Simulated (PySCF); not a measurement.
**HOC (CHO) radical: EPR parameters at several levels of theory**

Aim: compute the EPR parameters of HOC (CHO) radical (`[C]O`) at several levels, and see how far they spread and what each costs.

Programs: PySCF 2.14.0, with density-fitted response routines of our own. Each step states its level of theory. These are calculated values for one molecule in the gas phase, unless marked as measured. Atoms count from 0, in the outputs and in this text.

## Step 1: Starting geometry

3 atoms, charge 0, multiplicity 2; geometry from: GFN2-xTB.

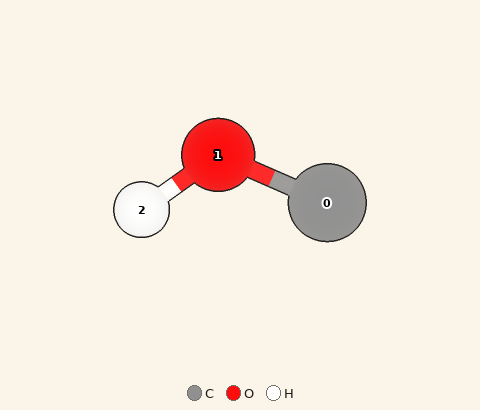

The starting geometry (carbon grey, oxygen red, hydrogen white), atoms numbered.

## Step 2: Optimising the geometry at PBE0-D3(BJ)/def2-SVP

The job: settings as JSON, then the geometry in Å.

```
{"job": {"xc": "PBE0", "basis": "def2-SVP", "d3": "d3bj", "grid": 1, "kind": "geom"}, "charge": 0, "multiplicity": 2}
C      1.046930    -0.103940    -0.007020
O     -0.120500     0.353080    -0.020550
H     -0.903460    -0.254210     0.002460
```

Output:

```text
step   0  E = -113.56771222  max force = 0.014099
step   1  E = -113.56861710  max force = 0.007480
step   2  E = -113.56869209  max force = 0.002492
step   3  E = -113.56869796  max force = 0.000326
optimisation converged
```

It took 2.4 s on 1 thread, shared host.

Step by step:

```
step  energy from step 0 (eV)  largest force component (eV/Å)
   0                   0.0000                          0.7250
   1                  -0.0246                          0.3846
   2                  -0.0267                          0.1281
   3                  -0.0268                          0.0168
```

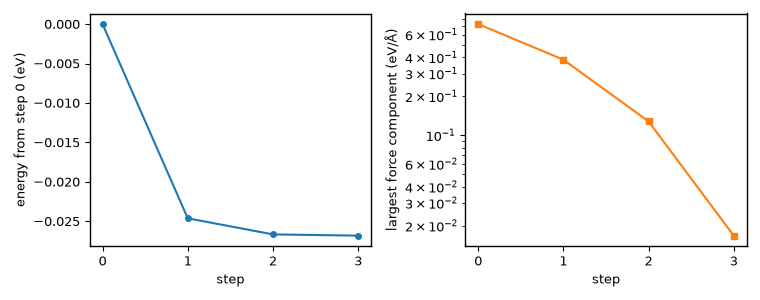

Energy and force, step by step.

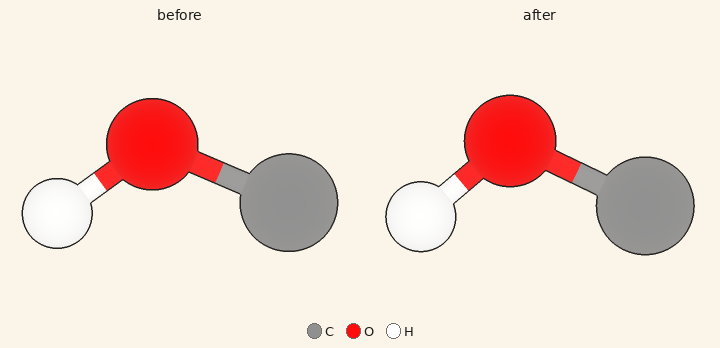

The geometry before (left) and after (right).

Distances of close pairs at the start and the end, largest changes first:

```
 bond  before (Å)  after (Å)  change (Å)
C0–O1       1.254      1.265      +0.011
O1–H2       0.991      0.987      -0.004
```

The end geometry stands in the next job.

```
                         at the end point                  value
  point group (found at 0.08 Å tolerance)                     Cs
rotational constants (GHz, main isotopes)  693.1, 42.477, 40.024
                        dipole moment (D)                   2.88
                                     ⟨S²⟩                  0.754
```

## Step 3: g tensor and hyperfine couplings: B3LYP/IGLO-III+pcH-1

The job: settings as JSON, then the geometry in Å.

```
{"job": {"kind": "epr"}, "charge": 0, "multiplicity": 2}
C      1.022839    -0.122824    -0.006263
O     -0.133549     0.389379    -0.022072
H     -0.866320    -0.271625     0.003226
```

Method: UKS B3LYP, IGLO-III on C O, pcH-1 on H, non-relativistic, mean-field spin-orbit, GIAO.

Output:

```text
UKS, coarse grid
  cycle   1  E = -113.79661679  |g| = 3.50e-01
  cycle   2  E = -113.70971795  |g| = 6.13e-01
  cycle   3  E = -113.83676027  |g| = 6.74e-02
  cycle   4  E = -113.83885939  |g| = 1.60e-02
  cycle   5  E = -113.83899643  |g| = 4.32e-03
  cycle   6  E = -113.83900769  |g| = 1.08e-03
  cycle   7  E = -113.83900856  |g| = 3.40e-04
UKS, final grid
  cycle   1  E = -113.83900086  |g| = 3.84e-04
  cycle   2  E = -113.83900075  |g| = 7.05e-04
  cycle   3  E = -113.83900094  |g| = 5.96e-05
  cycle   4  E = -113.83900094  |g| = 3.45e-05
  cycle   5  E = -113.83900094  |g| = 8.10e-06
internal stability: stable
E = -113.83900094 Eh   <S^2> = 0.7541 (exact 0.7500)
g shifts (ppm)      1          2          3
  rmc          -160       -160       -160
  gc             27          3          1
  oz_so       -9251        -71        660
  total       -9383       -228        501
hyperfine (MHz)  atom isotope    a_iso     a_fc   dipolar eigenvalues
    0   13C      69.02      69.02    -93.96    -88.22    182.18
    1   17O     -69.11     -69.11    -24.00      9.09     14.90
    2    1H     229.54     229.54     -8.58     -7.42     16.00
```

Wall time 4.9 s (1 thread, shared host).

Principal g values 1.99294, 2.00209, 2.00282; g(iso) = 1.99928, against 2.00232 for a free electron.

Hyperfine couplings, nucleus by nucleus at this fixed geometry (no averaging over rotations):

```
nuclei  isotope  a(iso) (MHz)  a(iso) (G, at g = 2.0023)  largest dipolar term (MHz)
    H2       1H         229.5                       81.9                        16.0
    O1      17O         -69.1                      -24.7                       -24.0
    C0      13C          69.0                       24.6                       182.2
```

Mulliken spin populations:

```
atom  value (e)
  C0       0.96
  O1      -0.04
  H2       0.08
```

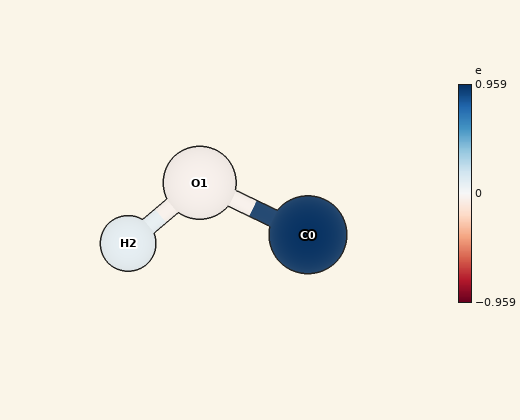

Mulliken spin populations, as colours on the atoms.

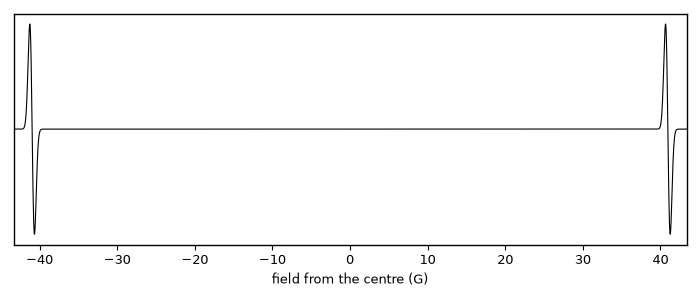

First-order isotropic spectrum (first derivative, main isotopes with spin only, couplings over 0.8 MHz, Gaussian width 0.3 G; couplings of the frozen geometry, rotation of groups not averaged beyond the rows shown).

## Step 4: EPR parameters: PBE/IGLO-III+pcH-1

The job: settings as JSON, then the geometry in Å.

```
{"job": {"kind": "epr", "xc": "PBE"}, "charge": 0, "multiplicity": 2}
C      1.022839    -0.122824    -0.006263
O     -0.133549     0.389379    -0.022072
H     -0.866320    -0.271625     0.003226
```

Level: UKS PBE, IGLO-III on C O, pcH-1 on H, non-relativistic, mean-field spin-orbit, GIAO.

Output:

```text
UKS, coarse grid
  cycle   1  E = -113.66064181  |g| = 3.70e-01
  cycle   2  E = -113.45883771  |g| = 8.34e-01
  cycle   3  E = -113.69947812  |g| = 1.22e-01
  cycle   4  E = -113.70715127  |g| = 3.28e-02
  cycle   5  E = -113.70772947  |g| = 6.50e-03
  cycle   6  E = -113.70774801  |g| = 1.28e-03
  cycle   7  E = -113.70774906  |g| = 3.77e-04
UKS, final grid
  cycle   1  E = -113.70774133  |g| = 6.14e-04
  cycle   2  E = -113.70774056  |g| = 1.55e-03
  cycle   3  E = -113.70774149  |g| = 1.05e-04
  cycle   4  E = -113.70774149  |g| = 1.78e-05
internal stability: stable
E = -113.70774149 Eh   <S^2> = 0.7536 (exact 0.7500)
g shifts (ppm)      1          2          3
  rmc          -154       -154       -154
  gc             26          2         -4
  oz_so       -8575        -84        501
  total       -8704       -235        342
hyperfine (MHz)  atom isotope    a_iso     a_fc   dipolar eigenvalues
    0   13C      35.79      35.79    -91.42    -84.21    175.63
    1   17O     -79.81     -79.81    -23.82      8.49     15.33
    2    1H     241.39     241.39     -8.01     -7.26     15.26
```

Run time: 3.9 s. Hardware: 1 thread, shared host.

In short: g(iso) 1.99945.

## Step 5: g tensor and hyperfine couplings: PBE0/IGLO-III+pcH-1

The job: settings as JSON, then the geometry in Å.

```
{"job": {"kind": "epr", "xc": "PBE0"}, "charge": 0, "multiplicity": 2}
C      1.022839    -0.122824    -0.006263
O     -0.133549     0.389379    -0.022072
H     -0.866320    -0.271625     0.003226
```

Level: UKS PBE0, IGLO-III on C O, pcH-1 on H, non-relativistic, mean-field spin-orbit, GIAO.

Output:

```text
UKS, coarse grid
  cycle   1  E = -113.67021567  |g| = 3.15e-01
  cycle   2  E = -113.62205127  |g| = 4.94e-01
  cycle   3  E = -113.70431206  |g| = 5.80e-02
  cycle   4  E = -113.70583484  |g| = 1.26e-02
  cycle   5  E = -113.70592924  |g| = 3.93e-03
  cycle   6  E = -113.70594056  |g| = 1.12e-03
  cycle   7  E = -113.70594186  |g| = 3.75e-04
UKS, final grid
  cycle   1  E = -113.70593643  |g| = 3.39e-04
  cycle   2  E = -113.70593642  |g| = 5.24e-04
  cycle   3  E = -113.70593652  |g| = 8.07e-05
  cycle   4  E = -113.70593653  |g| = 4.62e-05
  cycle   5  E = -113.70593654  |g| = 6.10e-06
internal stability: stable
E = -113.70593654 Eh   <S^2> = 0.7549 (exact 0.7500)
g shifts (ppm)      1          2          3
  rmc          -155       -155       -155
  gc             27          0         -2
  oz_so       -9501        -86        686
  total       -9628       -241        530
hyperfine (MHz)  atom isotope    a_iso     a_fc   dipolar eigenvalues
    0   13C      52.61      52.61    -93.28    -85.57    178.86
    1   17O     -65.45     -65.45    -23.94      8.51     15.43
    2    1H     221.23     221.23     -8.24     -7.42     15.66
```

It took 5 s on 1 thread, shared host.

Key values: g(iso) 1.99921.

## Step 6: g tensor and hyperfine couplings: BHandHLYP/IGLO-III+pcH-1

The job: settings as JSON, then the geometry in Å.

```
{"job": {"kind": "epr", "xc": "BHandHLYP"}, "charge": 0, "multiplicity": 2}
C      1.022839    -0.122824    -0.006263
O     -0.133549     0.389379    -0.022072
H     -0.866320    -0.271625     0.003226
```

With the program's defaults for keys left out, this is: UKS BHandHLYP, IGLO-III on C O, pcH-1 on H, non-relativistic, mean-field spin-orbit, GIAO.

Output:

```text
UKS, coarse grid
  cycle   1  E = -113.74038968  |g| = 3.01e-01
  cycle   2  E = -113.73819806  |g| = 3.39e-01
  cycle   3  E = -113.77637697  |g| = 4.57e-02
  cycle   4  E = -113.77741913  |g| = 9.41e-03
  cycle   5  E = -113.77752938  |g| = 2.51e-03
  cycle   6  E = -113.77753968  |g| = 8.06e-04
  cycle   7  E = -113.77754088  |g| = 3.46e-04
UKS, final grid
  cycle   1  E = -113.77753545  |g| = 2.17e-04
  cycle   2  E = -113.77753552  |g| = 1.56e-04
  cycle   3  E = -113.77753554  |g| = 9.94e-05
  cycle   4  E = -113.77753555  |g| = 5.34e-05
  cycle   5  E = -113.77753556  |g| = 2.82e-06
internal stability: stable
E = -113.77753556 Eh   <S^2> = 0.7558 (exact 0.7500)
g shifts (ppm)      1          2          3
  rmc          -161       -161       -161
  gc             29          1          3
  oz_so      -10209        -57        813
  total      -10340       -217        656
hyperfine (MHz)  atom isotope    a_iso     a_fc   dipolar eigenvalues
    0   13C      96.35      96.35    -95.62    -89.49    185.11
    1   17O     -58.11     -58.11    -23.81      9.56     14.25
    2    1H     214.76     214.76     -8.69     -7.58     16.27
```

Run time: 4.6 s. Hardware: 1 thread, shared host.

This run: g(iso) 1.99902.

## Step 7: EPR parameters: HF/IGLO-III+pcH-1

The job: settings as JSON, then the geometry in Å.

```
{"job": {"kind": "epr", "xc": "HF"}, "charge": 0, "multiplicity": 2}
C      1.022839    -0.122824    -0.006263
O     -0.133549     0.389379    -0.022072
H     -0.866320    -0.271625     0.003226
```

With the program's defaults for keys left out, this is: UKS HF, IGLO-III on C O, pcH-1 on H, non-relativistic, mean-field spin-orbit, GIAO.

Output:

```text
UKS, final grid
  cycle   1  E = -113.19397788  |g| = 2.83e-01
  cycle   2  E = -113.23416651  |g| = 1.32e-01
  cycle   3  E = -113.24224716  |g| = 5.03e-02
  cycle   4  E = -113.24442852  |g| = 1.86e-02
  cycle   5  E = -113.24498854  |g| = 6.67e-03
  cycle   6  E = -113.24507579  |g| = 2.51e-03
  cycle   7  E = -113.24508797  |g| = 1.22e-03
  cycle   8  E = -113.24509162  |g| = 6.58e-04
  cycle   9  E = -113.24509303  |g| = 2.15e-04
  cycle  10  E = -113.24509315  |g| = 6.62e-05
  cycle  11  E = -113.24509316  |g| = 1.91e-05
  cycle  12  E = -113.24509316  |g| = 8.08e-06
internal stability: stable
E = -113.24509316 Eh   <S^2> = 0.7625 (exact 0.7500)
g shifts (ppm)      1          2          3
  rmc          -155       -155       -155
  gc             32         -4          4
  oz_so      -10367       -186        865
  total      -10490       -345        714
hyperfine (MHz)  atom isotope    a_iso     a_fc   dipolar eigenvalues
    0   13C     140.34     140.34    -97.27    -88.39    185.66
    1   17O     -37.61     -37.61    -23.69      8.20     15.49
    2    1H     196.88     196.88     -8.44     -7.37     15.81
```

Run time: 4.5 s. Hardware: 1 thread, shared host.

This run: g(iso) 1.99895.

## Step 8: EPR parameters: CAM-B3LYP/IGLO-III+pcH-1

The job: settings as JSON, then the geometry in Å.

```
{"job": {"kind": "epr", "xc": "CAM-B3LYP"}, "charge": 0, "multiplicity": 2}
C      1.022839    -0.122824    -0.006263
O     -0.133549     0.389379    -0.022072
H     -0.866320    -0.271625     0.003226
```

Level: UKS CAM-B3LYP, IGLO-III on C O, pcH-1 on H, non-relativistic, mean-field spin-orbit, GIAO.

Output:

```text
UKS, coarse grid
  cycle   1  E = -113.75425952  |g| = 3.23e-01
  cycle   2  E = -113.73561447  |g| = 4.19e-01
  cycle   3  E = -113.79171464  |g| = 4.54e-02
  cycle   4  E = -113.79264547  |g| = 8.62e-03
  cycle   5  E = -113.79273448  |g| = 2.75e-03
  cycle   6  E = -113.79274575  |g| = 1.08e-03
  cycle   7  E = -113.79274709  |g| = 4.18e-04
UKS, final grid
  cycle   1  E = -113.79273941  |g| = 2.92e-04
  cycle   2  E = -113.79273949  |g| = 2.95e-04
  cycle   3  E = -113.79273953  |g| = 1.12e-04
  cycle   4  E = -113.79273955  |g| = 5.60e-05
  cycle   5  E = -113.79273955  |g| = 3.29e-06
internal stability: stable
E = -113.79273955 Eh   <S^2> = 0.7542 (exact 0.7500)
g shifts (ppm)      1          2          3
  rmc          -160       -160       -160
  gc             28          2          1
  oz_so      -10279        -67        766
  total      -10412       -225        607
hyperfine (MHz)  atom isotope    a_iso     a_fc   dipolar eigenvalues
    0   13C      62.06      62.06    -94.69    -89.13    183.82
    1   17O     -61.41     -61.41    -24.41      9.00     15.41
    2    1H     218.16     218.16     -8.95     -7.42     16.37
```

Run time: 8.1 s. Hardware: 1 thread, shared host.

Key values: g(iso) 1.99898.

## Step 9: Comparing the runs: EPR parameters

g, ⟨S²⟩ and isotropic hyperfine couplings (MHz), with basis size and wall time:

```
                     run   g(iso)   ⟨S²⟩  1H H2  17O O1  13C C0  functions   time
    B3LYP/IGLO-III+pcH-1  1.99928  0.754  229.5   -69.1    69.0         80  4.9 s
      PBE/IGLO-III+pcH-1  1.99945  0.754  241.4   -79.8    35.8         80  3.9 s
     PBE0/IGLO-III+pcH-1  1.99921  0.755  221.2   -65.4    52.6         80    5 s
BHandHLYP/IGLO-III+pcH-1  1.99902  0.756  214.8   -58.1    96.3         80  4.6 s
       HF/IGLO-III+pcH-1  1.99895  0.763  196.9   -37.6   140.3         80  4.5 s
CAM-B3LYP/IGLO-III+pcH-1  1.99898  0.754  218.2   -61.4    62.1         80  8.1 s
```

## Step 10: Outcome

| quantity | value |
| --- | --- |
| point group | Cs |
| rotational constants (main isotopes) | 693.15, 42.48, 40.02 GHz |
| g(iso) (B3LYP) | 1.99928 |
| ⟨S²⟩ | 0.754 (exact 0.75) |
| largest a(iso) | 1H on H2, 229.5 MHz |

What this shows: Single values in the summary come from the first run of each kind that ended normally (B3LYP/IGLO-III+pcH-1), which need not be the best level. Relaxing lowered the energy by 0.027 eV in 3 steps; the close pair that moved most is C0–O1, from 1.254 to 1.265 Å. No frequency check was run at this level, so the end point may be a saddle. Most of the unpaired spin sits on C0 (0.96 e). The isotropic g lies 3.0 ppt below the free-electron value. The coupling of 1H on H2 runs from 196.9 (HF/IGLO-III+pcH-1) to 241.4 MHz (PBE/IGLO-III+pcH-1).
